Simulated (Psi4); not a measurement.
# HF/6-311+G(d,p) run of S2F2 (Difluorodisulfane)

Aim: the energy change on altering one bond length of S2F2 (Difluorodisulfane) at HF/6-311+G**, from 2 runs. 

The calculation is run with Psi4 1.11.

1 further run of the same task is left out (it didn't finish).

### Step 1. Starting point

S2F2 has 4 atoms, charge 0, and is taken as a singlet. As SMILES, `FSSF`. Geometry: relaxed at PBE0-D4/def2-TZVP.

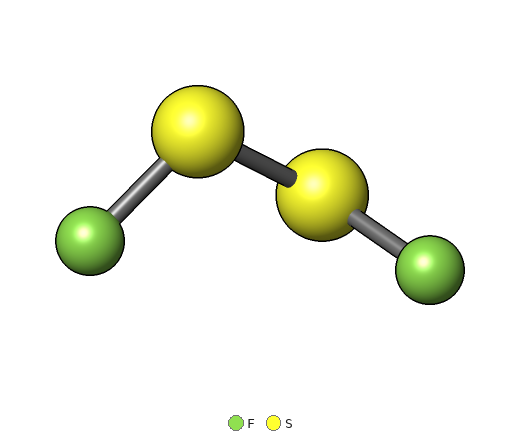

The structure, seen from a chosen angle (fluorine green, sulfur yellow).

### Step 2. A single-point energy at HF/6-311+G(d,p)

job.json

```json
{
  "schema_name": "qcschema_input",
  "schema_version": 1,
  "molecule": {
    "schema_name": "qcschema_molecule",
    "schema_version": 2,
    "symbols": ["F", "S", "S", "F"],
    "geometry": [-3.37079897, -0.37781294, -1.17463486, -0.88376822, 1.44403422, -1.19500611, 1.9747449, -0.5223014, -0.34907021, 2.27978449, -0.54390097, 2.71871118],
    "molecular_charge": 0,
    "molecular_multiplicity": 1,
    "fix_symmetry": "c1"
  },
  "driver": "energy",
  "model": {
    "method": "hf",
    "basis": "6-311+G**"
  },
  "keywords": {
    "puream": true,
    "e_convergence": 1e-09,
    "d_convergence": 1e-08,
    "scf_type": "pk",
    "scf_properties": ["MAYER_INDICES", "MULLIKEN_CHARGES", "DIPOLE"]
  }
}
```

Started as:

```
psi4 --qcschema job.json -n 1 --memory 2200MB
```

stdout:

```text
[...]
  Running in c1 symmetry.
[...]
  Nuclear repulsion =  230.128319418727699
[...]
  Multiplicity = 1
[...]
  Nalpha       = 25
  Nbeta        = 25
[...]
    Number of basis functions: 104
[...]
   @RHF iter   1:  -993.83338741656894   -2.28821e-01   4.58851e-03 DIIS/ADIIS
[...]
   @RHF iter  12:  -993.92566470141105   -5.34328e-12   5.91370e-09 DIIS
[...]
    Orbital Energies [Eh]
    ---------------------
    Doubly Occupied:
       1A    -92.096911     2A    -92.096907     3A    -26.331974
       4A    -26.331973     5A     -9.093891     6A     -9.093500
       7A     -6.775975     8A     -6.775358     9A     -6.773459
      10A     -6.773040    11A     -6.770954    12A     -6.770948
      13A     -1.634030    14A     -1.629940    15A     -1.142036
      16A     -0.908661    17A     -0.753419    18A     -0.718142
      19A     -0.717630    20A     -0.698315    21A     -0.696947
      22A     -0.633122    23A     -0.519018    24A     -0.448081
      25A     -0.435403
[...]
  @RHF Final Energy:  -993.92566470141105
   => Energetics <=
    Nuclear Repulsion Energy =            230.1283194187276990
    One-Electron Energy =               -1834.8687023339484767
    Two-Electron Energy =                 610.8147182138097833
    Total Energy =                       -993.9256647014110513
[...]
 Multipole Moments:
 ------------------------------------------------------------------------------------
     Multipole            Electronic (a.u.)      Nuclear  (a.u.)        Total (a.u.)
 ------------------------------------------------------------------------------------
 L = 1.  Multiply by 2.5417464519 to convert [e a0] to [Debye]
 Dipole X            :         -0.2754782            0.6946095            0.4191313
 Dipole Y            :         -0.2327454            0.5868381            0.3540927
 Dipole Z            :          0.3899030           -0.9830746           -0.5931716
 Magnitude           :                                                    0.8080255
[...]
  Mulliken Charges: (a.u.)
   Center  Symbol    Alpha    Beta     Spin     Total
       1     F     4.59824  4.59824  0.00000 -0.19648
       2     S     7.90176  7.90176  0.00000  0.19648
       3     S     7.90176  7.90176  0.00000  0.19648
       4     F     4.59824  4.59824  0.00000 -0.19648
   Total alpha = 25.00000, Total beta = 25.00000, Total charge =  0.00000
  Mayer Bond Indices:
[...]
```

The result, in JSON:

```text
{
 "driver": "energy",
 "model": {
  "method": "hf",
  "basis": "6-311+G**"
 },
 "success": true,
 "return_result": -993.925664701411,
 "properties": {
  "calcinfo_nbasis": 104,
  "calcinfo_nmo": 104,
  "calcinfo_nalpha": 25,
  "calcinfo_nbeta": 25,
  "calcinfo_natom": 4,
  "nuclear_repulsion_energy": 230.1283194187277,
  "return_energy": -993.925664701411,
  "scf_one_electron_energy": -1834.8687023339485,
  "scf_two_electron_energy": 610.8147182138098,
  "scf_dipole_moment": [0.41913130679487587, 0.3540927347997674, -0.5931715799488164],
  "scf_total_energy": -993.925664701411,
  "scf_iterations": 12
 }
}
```

Run time: 3.3 s. Hardware: 1 thread of Intel Xeon at 2.60GHz (Ice Lake), shared host; peak memory 0.41 GiB.

### Step 3. The distorted shape, same level

calc.py

```python
import psi4

psi4.set_memory('2200 MB')
psi4.set_num_threads(1)
psi4.core.set_output_file('output.dat', False)

molecule = psi4.geometry("""
0 1
F     -3.61483065    -0.36053329    -3.62885619
S     -1.12779989     1.46131387    -3.64922744
S      1.73071323    -0.50502175    -2.80329154
F      2.27978449    -0.54390097     2.71871118
units au
symmetry c1
no_reorient
no_com
""")

psi4.set_options({
    'puream': True,
    'e_convergence': 1e-09,
    'd_convergence': 1e-08,
    'scf_type': 'pk',
})

result, w = psi4.energy('hf/6-311+G**', return_wfn=True)
psi4.oeprop(w, 'MAYER_INDICES', 'QUADRUPOLE', 'WIBERG_LOWDIN_INDICES')
print('E =', round(result, 9))
```

Started as:

```
python calc.py
```

output.dat:

```text
[...]
  Running in c1 symmetry.
[...]
  Nuclear repulsion =  199.515333522835135
[...]
  Multiplicity = 1
[...]
  Nalpha       = 25
  Nbeta        = 25
[...]
    Number of basis functions: 104
[...]
   @RHF iter   1:  -993.51833444967633   -5.57212e-01   6.87738e-03 DIIS/ADIIS
[...]
   @RHF iter  20:  -993.76989734542656   -4.66116e-12   6.39064e-09 DIIS
[...]
    Orbital Energies [Eh]
    ---------------------
    Doubly Occupied:
       1A    -92.216765     2A    -92.165685     3A    -26.409736
       4A    -26.120522     5A     -9.208659     6A     -9.161375
       7A     -6.889796     8A     -6.887456     9A     -6.886287
      10A     -6.841572    11A     -6.840229    12A     -6.837757
      13A     -1.705702    14A     -1.341504    15A     -1.221178
      16A     -0.956481    17A     -0.780399    18A     -0.779122
      19A     -0.761731    20A     -0.612591    21A     -0.562552
      22A     -0.523574    23A     -0.455306    24A     -0.455043
      25A     -0.390091
[...]
  @RHF Final Energy:  -993.76989734542656
   => Energetics <=
    Nuclear Repulsion Energy =            199.5153335228351352
    One-Electron Energy =               -1772.5482410407221323
    Two-Electron Energy =                 579.2630101724604401
    Total Energy =                       -993.7698973454265570
[...]
 Multipole Moments:
 ------------------------------------------------------------------------------------
     Multipole            Electronic (a.u.)      Nuclear  (a.u.)        Total (a.u.)
 ------------------------------------------------------------------------------------
 L = 1.  Multiply by 2.5417464519 to convert [e a0] to [Debye]
 Dipole X            :          1.6384919           -2.3688020           -0.7303101
 Dipole Y            :         -6.3108661            7.1607656            0.8498995
 Dipole Z            :        107.5234708         -111.4316088           -3.9081379
 Magnitude           :                                                    4.0656148
 L = 2.  Multiply by 1.3450342976 to convert [e a0^2] to [Debye ang]
 Quadrupole XX       :       -261.5816634          232.6565756          -28.9250879
 Quadrupole XY       :         38.3660189          -39.7842710           -1.4182521
[...]
```

The script printed:

```text
E = -993.769897345
```

Wall time 3.6 s (1 thread of Intel Xeon at 2.60GHz (Ice Lake), shared host); peak memory 0.41 GiB.

### Step 4. Results

Level: HF/6-311+G**.

```
                                                         quantity          value
                                        first shape: total energy  -993.92566 Eh
                                       first shape: dipole moment         2.05 D
                                         first shape: HOMO energy      -11.85 eV
                                         first shape: LUMO energy        1.66 eV
                                       first shape: HOMO–LUMO gap       13.51 eV
                                    distorted shape: total energy  -993.76990 Eh
                                   distorted shape: dipole moment        10.33 D
                                     distorted shape: HOMO energy      -10.61 eV
                                     distorted shape: LUMO energy       -3.82 eV
                                   distorted shape: HOMO–LUMO gap        6.80 eV
energy change with the S3–F4 bond stretched from 1.631 to 2.937 Å       4.239 eV
```

In words: One bond (distorted shape) is far stretched, which a spin-restricted single reference describes badly; a broken-symmetry solution may lie lower. With the S3–F4 bond stretched from 1.631 to 2.937 Å the energy rises by 4.24 eV (98 kcal/mol). The first shape isn't relaxed at this level, so the change isn't measured from a minimum. A restricted reference can't describe the breaking bond well at this length. Mulliken charges (first shape) run from -0.20 on F1 to +0.20 on S2; in a basis this large or diffuse they mean little.
